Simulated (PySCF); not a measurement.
# Ag···HBe: magnetic exchange

Wanted: magnetic exchange for Ag···HBe.

Computed with PySCF 2.14.0 and routines of our own; the level stands in each step. Atoms count from 0.

## Step 1: The system as given

3 atoms, charge 0, high-spin multiplicity 3; geometry from: GFN2-xTB fragments, placed rigidly.

The system (radical pair): Ag···HBe. The radical centres are 3.88 Å apart; the spin sites are atom 0 (1 unpaired) and atoms 1, 2 (1 unpaired).

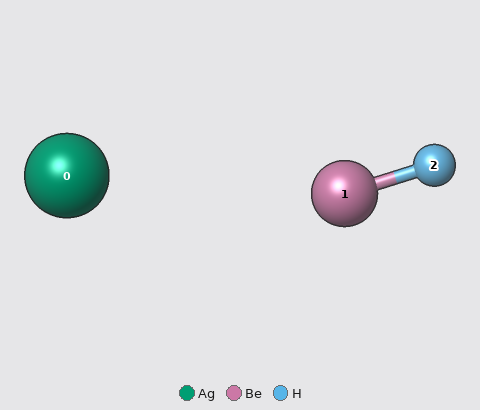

The starting geometry (silver teal, beryllium pink, hydrogen blue); sticks join atoms by distance alone.

## Step 2: Magnetic exchange: CASSCF and SC-NEVPT2/def2-TZVP (2,2)

Job settings and geometry (Å):

```
{"job": {"kind": "cas", "basis": "def2-TZVP", "active": "magnetic", "zfs": true}, "charge": 0, "high_spin_multiplicity": 3, "spin_sites": [[[0], 1], [[1, 2], 1]]}
Ag    -0.933300     0.000000    -2.847400
Be     0.466700     0.000000     0.767600
H      0.466700    -0.000000     2.079700
```

With the program's defaults for keys left out, this is: CASSCF and SC-NEVPT2/def2-TZVP spin states, gas phase.

Started as:

```
OMP_NUM_THREADS=1 python exch_run.py task.json out
```

The driver reads the jobs from task.json and runs them one after another.

What it wrote:

```text
start orbitals: natural orbitals of the high-spin HF determinant (converged)
active space: 2 electrons in 2 orbitals, 11 closed; orbitals optimised for multiplicities 3 1
macro   0  E = -161.2689637458  dE =  0.000e+00  |g| = 4.515e-02
macro   1  E = -161.2695992805  dE = -6.355e-04  |g| = 1.465e-02
macro   2  E = -161.2697349615  dE = -1.357e-04  |g| = 9.979e-03
macro   3  E = -161.2697584941  dE = -2.353e-05  |g| = 3.558e-03
macro   4  E = -161.2697690634  dE = -1.057e-05  |g| = 1.265e-03
macro   5  E = -161.2697699952  dE = -9.318e-07  |g| = 7.612e-04
macro   6  E = -161.2697701748  dE = -1.796e-07  |g| = 5.368e-04
macro   7  E = -161.2697702028  dE = -2.803e-08  |g| = 2.276e-04
CASSCF converged, mean energy = -161.2697702028
2S+1 = 3  root 0  E(CAS) = -161.26218783  E(NEVPT2) = -161.77641906  occupations 1.000 1.000
2S+1 = 1  root 0  E(CAS) = -161.27735257  E(NEVPT2) = -161.79293404  occupations 1.580 0.420
2S+1 = 1  root 1  E(CAS) = -161.08938181  E(NEVPT2) = -161.67333756  occupations 1.757 0.243
2S+1 = 1  root 2  E(CAS) = -161.04729458  E(NEVPT2) = -161.64878669  occupations 1.884 0.116
D(spin-spin) = -0.0529 cm-1, E/D = 0.001
```

It took 0.6 s on 1 thread of Intel Xeon 6975P-C, shared host; peak memory 0.19 GiB.

Key values:

```
                   quantity           value
                 J (CASSCF)      -1664 cm⁻¹
                 J (NEVPT2)      -1812 cm⁻¹
low less high spin (NEVPT2)  -10.4 kcal/mol
         diradical index y0            0.42
```

Mulliken spin populations of the high-spin state:

```
atom  value (e)
 Ag0       1.01
 Be1       0.97
  H2       0.02
```

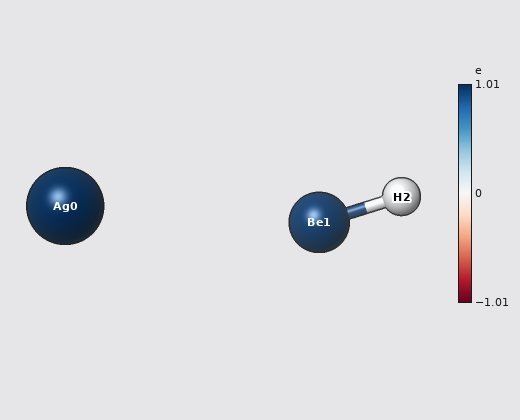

Mulliken spin populations of the high-spin state, as colours on the atoms.

## Step 3: Magnetic exchange: HF/def2-TZVP

Job settings and geometry (Å):

```
{"job": {"kind": "bs", "xc": "HF", "basis": "def2-TZVP", "rks": true}, "charge": 0, "high_spin_multiplicity": 3, "spin_sites": [[[0], 1], [[1, 2], 1]]}
Ag    -0.933300     0.000000    -2.847400
Be     0.466700     0.000000     0.767600
H      0.466700    -0.000000     2.079700
```

Method: HF/def2-TZVP high-spin, broken-symmetry and restricted single points, gas phase.

What it wrote:

```text
high-spin state, multiplicity 3
final grid: 30840 points
cycle   1  E = -160.1530782965  dE = -1.028e+01  |g| = 1.736e+00  |ddm| = 3.594e+00
cycle   2  E = -138.3876385871  dE =  2.177e+01  |g| = 4.696e+00  |ddm| = 1.313e+01
cycle   3  E = -160.8559783659  dE = -2.247e+01  |g| = 6.793e-01  |ddm| = 1.306e+01
cycle   4  E = -161.2278032976  dE = -3.718e-01  |g| = 1.114e-01  |ddm| = 1.121e+00
cycle   5  E = -161.2561547562  dE = -2.835e-02  |g| = 4.831e-02  |ddm| = 3.335e-01
cycle   6  E = -161.2617865708  dE = -5.632e-03  |g| = 2.425e-02  |ddm| = 1.404e-01
cycle   7  E = -161.2636098500  dE = -1.823e-03  |g| = 8.047e-03  |ddm| = 1.047e-01
cycle   8  E = -161.2638437001  dE = -2.339e-04  |g| = 3.846e-03  |ddm| = 3.427e-02
cycle   9  E = -161.2639060981  dE = -6.240e-05  |g| = 1.565e-03  |ddm| = 1.753e-02
cycle  10  E = -161.2639208726  dE = -1.477e-05  |g| = 6.772e-04  |ddm| = 9.241e-03
cycle  11  E = -161.2639243235  dE = -3.451e-06  |g| = 3.431e-04  |ddm| = 4.594e-03
cycle  12  E = -161.2639252640  dE = -9.405e-07  |g| = 1.434e-04  |ddm| = 2.444e-03
cycle  13  E = -161.2639253986  dE = -1.346e-07  |g| = 5.018e-05  |ddm| = 9.992e-04
cycle  14  E = -161.2639254081  dE = -9.451e-09  |g| = 1.918e-05  |ddm| = 2.849e-04
converged SCF energy = -161.2639254081

broken-symmetry state, M_S = 0, start: spins of the second site flipped
final grid: 30840 points
cycle   1  E = -161.2688289696  dE = -8.721e-03  |g| = 2.251e-02  |ddm| = 1.437e-01
cycle   2  E = -161.2705920777  dE = -1.763e-03  |g| = 1.139e-02  |ddm| = 6.495e-02
cycle   3  E = -161.2713092128  dE = -7.171e-04  |g| = 4.783e-03  |ddm| = 6.011e-02
cycle   4  E = -161.2713815209  dE = -7.231e-05  |g| = 2.553e-03  |ddm| = 1.389e-02
cycle   5  E = -161.2714215491  dE = -4.003e-05  |g| = 9.508e-04  |ddm| = 1.585e-02
cycle   6  E = -161.2714252117  dE = -3.663e-06  |g| = 3.849e-04  |ddm| = 4.794e-03
cycle   7  E = -161.2714256653  dE = -4.536e-07  |g| = 1.850e-04  |ddm| = 1.480e-03
cycle   8  E = -161.2714257778  dE = -1.125e-07  |g| = 6.713e-05  |ddm| = 9.177e-04
cycle   9  E = -161.2714257940  dE = -1.619e-08  |g| = 2.772e-05  |ddm| = 2.831e-04
cycle  10  E = -161.2714257983  dE = -4.300e-09  |g| = 1.395e-05  |ddm| = 1.268e-04
converged SCF energy = -161.2714257983

<S^2> high spin = 2.0038, broken symmetry = 0.8807
E(HS) - E(BS) = 1646.15 cm-1
J_noodleman = -1646.15 cm-1
J_unprojected = -823.07 cm-1
J_yamaguchi = -1465.75 cm-1

restricted closed-shell singlet
final grid: 30840 points
cycle   1  E = -161.2301218729  dE = -7.167e-02  |g| = 1.754e-01  |ddm| = 9.600e-01
cycle   2  E = -161.2376743146  dE = -7.552e-03  |g| = 1.324e-01  |ddm| = 2.694e-01
cycle   3  E = -161.2403510607  dE = -2.677e-03  |g| = 1.762e-02  |ddm| = 7.899e-02
cycle   4  E = -161.2406049193  dE = -2.539e-04  |g| = 7.132e-03  |ddm| = 3.874e-02
cycle   5  E = -161.2406682776  dE = -6.336e-05  |g| = 2.216e-03  |ddm| = 2.302e-02
cycle   6  E = -161.2406751132  dE = -6.836e-06  |g| = 6.851e-04  |ddm| = 7.466e-03
cycle   7  E = -161.2406761562  dE = -1.043e-06  |g| = 1.502e-04  |ddm| = 2.741e-03
cycle   8  E = -161.2406762064  dE = -5.012e-08  |g| = 4.105e-05  |ddm| = 5.797e-04
cycle   9  E = -161.2406762092  dE = -2.897e-09  |g| = 9.545e-06  |ddm| = 1.723e-04
converged SCF energy = -161.2406762092
```

It took 0.3 s on 1 thread of Intel Xeon 6975P-C, shared host; peak memory 0.2 GiB.

From this job:

```
                                                                           quantity          value
                                                                      J (Yamaguchi)     -1466 cm⁻¹
                                                      low less high spin, projected  -8.4 kcal/mol
closed shell less high spin (no spin gap: the broken-symmetry state lies far lower)  14.6 kcal/mol
```

## Step 4: Magnetic exchange: PBE/def2-TZVP

Job settings and geometry (Å):

```
{"job": {"kind": "bs", "xc": "PBE", "grid": 1, "basis": "def2-TZVP", "rks": true}, "charge": 0, "high_spin_multiplicity": 3, "spin_sites": [[[0], 1], [[1, 2], 1]]}
Ag    -0.933300     0.000000    -2.847400
Be     0.466700     0.000000     0.767600
H      0.466700    -0.000000     2.079700
```

Method: PBE/def2-TZVP high-spin, broken-symmetry and restricted single points, gas phase.

What it wrote:

```text
high-spin state, multiplicity 3
final grid: 15768 points
cycle   1  E = -162.1881097811  dE = -1.059e-02  |g| = 1.745e-01  |ddm| = 5.081e-01
cycle   2  E = -162.1708677904  dE =  1.724e-02  |g| = 3.054e-01  |ddm| = 3.486e-01
cycle   3  E = -162.1971168910  dE = -2.625e-02  |g| = 6.469e-03  |ddm| = 2.076e-01
cycle   4  E = -162.1971421286  dE = -2.524e-05  |g| = 2.509e-03  |ddm| = 1.179e-02
cycle   5  E = -162.1971449533  dE = -2.825e-06  |g| = 4.767e-04  |ddm| = 2.566e-03
cycle   6  E = -162.1971450832  dE = -1.300e-07  |g| = 1.316e-04  |ddm| = 6.103e-04
cycle   7  E = -162.1971450909  dE = -7.651e-09  |g| = 2.216e-05  |ddm| = 2.021e-04
converged SCF energy = -162.1971450909

broken-symmetry state, M_S = 0, start: spins of the second site flipped
final grid: 15768 points
cycle   1  E = -162.2116059888  dE = -1.628e-02  |g| = 4.122e-02  |ddm| = 6.007e-01
cycle   2  E = -162.2053884381  dE =  6.218e-03  |g| = 7.563e-02  |ddm| = 3.503e-01
cycle   3  E = -162.2129484293  dE = -7.560e-03  |g| = 3.663e-02  |ddm| = 2.881e-01
cycle   4  E = -162.2140195428  dE = -1.071e-03  |g| = 2.799e-03  |ddm| = 6.924e-02
cycle   5  E = -162.2140643286  dE = -4.479e-05  |g| = 1.725e-03  |ddm| = 2.646e-02
cycle   6  E = -162.2140822204  dE = -1.789e-05  |g| = 9.793e-04  |ddm| = 2.017e-02
cycle   7  E = -162.2140866753  dE = -4.455e-06  |g| = 7.850e-04  |ddm| = 1.065e-02
cycle   8  E = -162.2140889109  dE = -2.236e-06  |g| = 3.063e-04  |ddm| = 7.933e-03
cycle   9  E = -162.2140892499  dE = -3.389e-07  |g| = 7.449e-05  |ddm| = 2.462e-03
cycle  10  E = -162.2140892802  dE = -3.038e-08  |g| = 1.278e-05  |ddm| = 1.328e-03
cycle  11  E = -162.2140892809  dE = -6.207e-10  |g| = 5.714e-06  |ddm| = 8.241e-05
converged SCF energy = -162.2140892809

<S^2> high spin = 2.0019, broken symmetry = 0.3653
E(HS) - E(BS) = 3718.82 cm-1
J_noodleman = -3718.82 cm-1
J_unprojected = -1859.41 cm-1
J_yamaguchi = -2272.26 cm-1

restricted closed-shell singlet
final grid: 15768 points
cycle   1  E = -162.0621022022  dE =  1.416e-01  |g| = 4.104e-01  |ddm| = 1.465e+00
cycle   2  E = -150.9237437021  dE =  1.114e+01  |g| = 4.723e+00  |ddm| = 3.966e+00
cycle   3  E = -161.8062591748  dE = -1.088e+01  |g| = 8.308e-01  |ddm| = 3.147e+00
cycle   4  E = -162.1386522102  dE = -3.324e-01  |g| = 3.076e-01  |ddm| = 9.582e-01
cycle   5  E = -162.2105652445  dE = -7.191e-02  |g| = 5.784e-02  |ddm| = 8.871e-01
cycle   6  E = -162.1762109436  dE =  3.435e-02  |g| = 1.914e-01  |ddm| = 6.845e-01
cycle   7  E = -162.1989100627  dE = -2.270e-02  |g| = 1.199e-01  |ddm| = 2.130e-01
cycle   8  E = -162.2082702206  dE = -9.360e-03  |g| = 6.973e-02  |ddm| = 1.454e-01
cycle   9  E = -162.2111111280  dE = -2.841e-03  |g| = 4.468e-02  |ddm| = 7.315e-02
cycle  10  E = -162.2129654277  dE = -1.854e-03  |g| = 7.731e-03  |ddm| = 1.497e-01
cycle  11  E = -162.2130225975  dE = -5.717e-05  |g| = 1.146e-03  |ddm| = 1.918e-02
cycle  12  E = -162.2130237033  dE = -1.106e-06  |g| = 5.535e-05  |ddm| = 3.135e-03
cycle  13  E = -162.2130237018  dE =  1.500e-09  |g| = 5.611e-05  |ddm| = 2.200e-04
converged SCF energy = -162.2130237018
```

Wall time 2.2 s (1 thread of Intel Xeon 6975P-C, shared host); peak memory 0.21 GiB.

J and the spin gap of this run are not to be taken as properties: the broken-symmetry state has ⟨S²⟩ 0.37 where antiparallel sites give about 1.0, so the electrons meant to stay apart are largely paired.

From this job:

```
                   quantity           value
closed shell less high spin  -10.0 kcal/mol
```

## Step 5: Spin gaps side by side

J for H = −2J S1·S2; the gap is low spin less high spin (projected; unprojected where the broken-symmetry state collapsed; or NEVPT2):

```
step                                 level  geometry  J (cm⁻¹)  gap (kcal/mol)   time
   2  CASSCF and SC-NEVPT2/def2-TZVP (2,2)       one     -1812           -10.4  0.6 s
   3                          HF/def2-TZVP       one     -1466            -8.4  0.3 s
```

CASSCF times leave out a start SCF that an earlier step had already made.

## Step 6: Outcome

```
                                                                  quantity                                                                      value
                 J (CASSCF) (step 2, CASSCF and SC-NEVPT2/def2-TZVP (2,2))                                                                 -1664 cm⁻¹
                 J (NEVPT2) (step 2, CASSCF and SC-NEVPT2/def2-TZVP (2,2))                                                                 -1812 cm⁻¹
low less high spin (NEVPT2) (step 2, CASSCF and SC-NEVPT2/def2-TZVP (2,2))                                                             -10.4 kcal/mol
         diradical index y0 (step 2, CASSCF and SC-NEVPT2/def2-TZVP (2,2))                                                                       0.42
                                                                         J  -1812 (CASSCF and SC-NEVPT2/def2-TZVP (2,2)) to -1466 cm⁻¹ (HF/def2-TZVP)
```

Step 4 is set aside for J and the spin gap: the broken-symmetry state has ⟨S²⟩ 0.37 where antiparallel sites give about 1.0, so the electrons meant to stay apart are largely paired. The levels with a meaningful J put the low-spin state lower (antiferromagnetic coupling), from -1812 to -1466 cm⁻¹.
